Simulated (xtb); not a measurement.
**Frequency calculation, with input and output: CH10OSi3 (part 1 of 2)**

CH10OSi3, SMILES [SiH3]OC[SiH2][SiH3], computed with GFN2-xTB (xtb 6.7.1).

The geometry was optimised with GFN2-xTB.

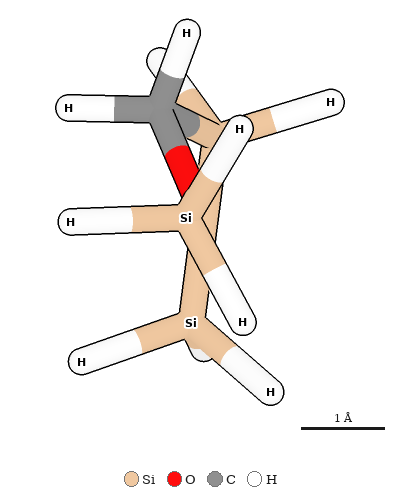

Fig. 1: The input geometry (stick view, seen at an oblique angle). Bond lengths as drawn: C–H 1.09 Å, C–O 1.41 Å, C–Si 1.91 Å, H–Si 1.45 to 1.47 Å, O–Si 1.62 Å and Si–Si 2.31 Å.

Input (struc.tmol):
```
$coord
     -3.559903868093      2.583973708291      2.110465033243  si
     -1.529260866353      0.700445885354      0.809048445736  o
     -0.082599928907     -1.243742146184      1.938481058641  c
      1.559515381609     -2.867942853038     -0.833558193572  si
      2.934914746895      0.324447078337     -3.474885089746  si
     -2.381092711551      4.126802808219      4.089027182988  h
     -4.299315906136      4.015233377821     -0.113723718180  h
     -5.636769570840      1.159970587079      3.268810455855  h
      1.247729468307     -0.410467411530      3.285855785499  h
     -1.318348533584     -2.499106108034      3.018232771730  h
      3.495577590810     -4.545566117436      0.251598136233  h
     -0.325070687958     -4.559871344199     -1.976464553746  h
      4.180546619203      2.390144499688     -2.105872998760  h
      4.805856993842     -0.634626724433     -5.287869436450  h
      0.908259067279      1.460323657327     -4.979144879470  h
$end
```

File xtb.inp:
```
$hess
   step=0.005
$end
```

Machine: 1 thread of Intel Xeon @ 2.50GHz (Skylake/Cascade Lake), 189 GiB of memory available, shared host.

Launched with:
```bash
xtb struc.tmol --hess --input xtb.inp -u 0 > xtb.out
```

What the program printed:
```
* xtb version 6.7.1
   ID    Z sym.   atoms
    1   14 si     1, 4, 5
    2    8 o      2
    3    6 c      3
    4    1 h      6-15

           -------------------------------------------------
          |                Calculation Setup                |
           -------------------------------------------------

          program call               : xtb struc.tmol --hess --input xtb.inp -u 0
          coordinate file            : struc.tmol
          omp threads                :                     1

           -------------------------------------------------
          |                 G F N 2 - x T B                 |
           -------------------------------------------------

      * Hamiltonian:
        H0-scaling (s, p, d)           1.850000    2.230000    2.230000
        zeta-weighting                 0.500000
      * Dispersion:
        s8                             2.700000
        a1                             0.520000
        a2                             5.000000
        s9                             5.000000
      * Repulsion:
        kExp                           1.500000    1.000000
        rExp                           1.000000
      * Coulomb:
        alpha                          2.000000
        third order                    shell-resolved
        anisotropic                    true
        a3                             3.000000
        a5                             4.000000
        cn-shift                       1.200000
        cn-exp                         4.000000
        max-rad                        5.000000

          ...................................................
          :                      SETUP                      :
          :.................................................:
          :  # basis functions                  48          :
          :  # atomic orbitals                  45          :
          :  # shells                           23          :
          :  # electrons                        32          :
          :  max. iterations                   250          :
          :  Hamiltonian                  GFN2-xTB          :
          :  restarted?                      false          :
          :  GBSA solvation                  false          :
          :  PC potential                    false          :
          :  electronic temp.          300.0000000     K    :
          :  accuracy                    1.0000000          :
          :  -> integral cutoff          0.2500000E+02      :
          :  -> integral neglect         0.1000000E-07      :
          :  -> SCF convergence          0.1000000E-05 Eh   :
          :  -> wf. convergence          0.1000000E-03 e    :
          :  Broyden damping             0.4000000          :
          :  net charge                          0          :
          :  unpaired electrons                  0          :
          ...................................................

 iter      E             dE          RMSdq      gap      omega  full diag
   1    -16.5164008 -0.165164E+02  0.684E+00    4.84       0.0  T
   2    -16.6673711 -0.150970E+00  0.377E+00    4.39       1.0  T
   3    -16.6700670 -0.269589E-02  0.229E+00    4.43       1.0  T
   4    -16.6701384 -0.714068E-04  0.753E-01    4.42       1.0  T
   5    -16.6710569 -0.918510E-03  0.517E-01    4.44       1.0  T
   6    -16.6715659 -0.509018E-03  0.220E-01    4.42       1.0  T
   7    -16.6715835 -0.175709E-04  0.810E-02    4.41       1.0  T
   8    -16.6715925 -0.900391E-05  0.368E-02    4.41       1.0  T
   9    -16.6715938 -0.132409E-05  0.125E-02    4.41       2.1  T
  10    -16.6715940 -0.176530E-06  0.565E-03    4.41       4.6  T
  11    -16.6715940 -0.314647E-07  0.267E-03    4.41       9.7  T
  12    -16.6715940 -0.346886E-08  0.110E-03    4.41      23.4  T
  13    -16.6715940 -0.216224E-08  0.346E-04    4.41      74.7  T
  14    -16.6715940 -0.729408E-10  0.737E-05    4.41     350.2  T

   *** convergence criteria satisfied after 14 iterations ***

         #    Occupation            Energy/Eh            Energy/eV
      -------------------------------------------------------------
         1        2.0000           -0.7641397             -20.7933
       ...           ...                  ...                  ...
        10        2.0000           -0.4306023             -11.7173
        11        2.0000           -0.4252354             -11.5712
        12        2.0000           -0.4231724             -11.5151
        13        2.0000           -0.4193879             -11.4121
        14        2.0000           -0.4097875             -11.1509
        15        2.0000           -0.3954969             -10.7620
        16        2.0000           -0.3708601             -10.0916 (HOMO)
        17                         -0.2088210              -5.6823 (LUMO)
        18                         -0.2049160              -5.5760
        19                         -0.1887309              -5.1356
        20                         -0.1723462              -4.6898
        21                         -0.1591197              -4.3299
       ...                                ...                  ...
        45                          0.8375521              22.7910
      -------------------------------------------------------------
                  HL-Gap            0.1620391 Eh            4.4093 eV
             Fermi-level           -0.2898405 Eh           -7.8870 eV

 SCC (total)                   0 d,  0 h,  0 min,  0.031 sec
 SCC setup                      ...        0 min,  0.000 sec (  0.617%)
 Dispersion                     ...        0 min,  0.000 sec (  0.487%)
 classical contributions        ...        0 min,  0.000 sec (  0.205%)
 integral evaluation            ...        0 min,  0.004 sec ( 13.719%)
 iterations                     ...        0 min,  0.017 sec ( 55.049%)
 molecular gradient             ...        0 min,  0.009 sec ( 28.954%)
 printout                       ...        0 min,  0.000 sec (  0.848%)

         :::::::::::::::::::::::::::::::::::::::::::::::::::::
         ::                     SUMMARY                     ::
         :::::::::::::::::::::::::::::::::::::::::::::::::::::
         :: total energy             -16.527136052998 Eh    ::
         :: gradient norm              0.000031026007 Eh/a0 ::
         :: HOMO-LUMO gap              4.409308634212 eV    ::
         ::.................................................::
         :: SCC energy               -16.671562014247 Eh    ::
         :: -> isotropic ES            0.050548658340 Eh    ::
         :: -> anisotropic ES          0.001069370916 Eh    ::
         :: -> anisotropic XC          0.002553385988 Eh    ::
         :: -> dispersion             -0.011083439660 Eh    ::
         :: repulsion energy           0.144425961249 Eh    ::
         :: add. restraining           0.000000000000 Eh    ::
         :: total charge               0.000000000000 e     ::
         :::::::::::::::::::::::::::::::::::::::::::::::::::::

           -------------------------------------------------
          |                Numerical Hessian                |
           -------------------------------------------------
step length          :   0.00500
SCC accuracy         :   0.30000
Hessian scale factor :   1.00000
frozen atoms in %    :   0.00000    0
RMS gradient         :   0.00003
estimated CPU  time      0.03 min

writing file <hessian>.

 projected vibrational frequencies (cm⁻¹)
eigval :       -0.00    -0.00    -0.00     0.00     0.00     0.00
eigval :       30.72    38.93    46.89    86.29   155.20   168.65
eigval :      237.96   364.88   447.67   467.30   473.36   562.24
eigval :      594.22   616.58   652.19   738.40   744.89   761.48
eigval :      788.36   791.83   810.67   813.80   814.39   824.16
eigval :      840.86  1116.17  1197.45  1278.10  1487.06  2172.96
eigval :     2192.13  2207.61  2210.20  2221.36  2242.19  2247.17
eigval :     2349.96  2898.23  2927.46
           -------------------------------------------------
          |                Property Printout                |
           -------------------------------------------------

    * Orbital Energies and Occupations

         #    Occupation            Energy/Eh            Energy/eV
      -------------------------------------------------------------
         1        2.0000           -0.7641392             -20.7933
       ...           ...                  ...                  ...
         4        2.0000           -0.6393783             -17.3984
         5        2.0000           -0.5852759             -15.9262
         6        2.0000           -0.5263171             -14.3218
         7        2.0000           -0.5171379             -14.0720
         8        2.0000           -0.4893808             -13.3167
         9        2.0000           -0.4430777             -12.0568
        10        2.0000           -0.4306021             -11.7173
        11        2.0000           -0.4252355             -11.5712
        12        2.0000           -0.4231723             -11.5151
        13        2.0000           -0.4193875             -11.4121
        14        2.0000           -0.4097873             -11.1509
        15        2.0000           -0.3954968             -10.7620
        16        2.0000           -0.3708598             -10.0916 (HOMO)
        17                         -0.2088206              -5.6823 (LUMO)
        18                         -0.2049157              -5.5760
        19                         -0.1887304              -5.1356
        20                         -0.1723457              -4.6898
        21                         -0.1591191              -4.3299
        22                         -0.1564736              -4.2579
        23                         -0.1495396              -4.0692
        24                         -0.1446993              -3.9375
        25                         -0.1307100              -3.5568
        26                         -0.0898061              -2.4437
        27                         -0.0821426              -2.2352
       ...                                ...                  ...
        45                          0.8375524              22.7910
      -------------------------------------------------------------
                  HL-Gap            0.1620391 Eh            4.4093 eV
             Fermi-level           -0.2898402 Eh           -7.8870 eV

     #   Z          covCN         q      C6AA      α(0)
     1  14 si       3.578     0.508    98.259    19.060
     2   8 o        1.637    -0.402    20.902     6.171
     3   6 c        3.623    -0.017    21.327     6.656
     4  14 si       3.667     0.376   100.504    19.213
     5  14 si       3.695     0.377   100.268    19.179
     6   1 h        0.917    -0.104     5.707     3.736
     7   1 h        0.921    -0.099     5.544     3.682
     8   1 h        0.917    -0.104     5.700     3.734
     9   1 h        0.924    -0.008     3.195     2.795
    10   1 h        0.924    -0.005     3.144     2.773
    11   1 h        0.916    -0.102     5.648     3.717
    12   1 h        0.916    -0.095     5.395     3.633
    13   1 h        0.917    -0.104     5.709     3.737
    14   1 h        0.917    -0.123     6.462     3.976
    15   1 h        0.918    -0.097     5.460     3.655

 Mol. C6AA /au·bohr⁶  :       3755.296706
 Mol. C8AA /au·bohr⁸  :     140304.639427
 Mol. α(0) /au        :        105.716888

Wiberg/Mayer (AO) data.
largest (>0.10) Wiberg bond orders for each atom

 ---------------------------------------------------------------------------
     #   Z sym  total        # sym  WBO       # sym  WBO       # sym  WBO
```
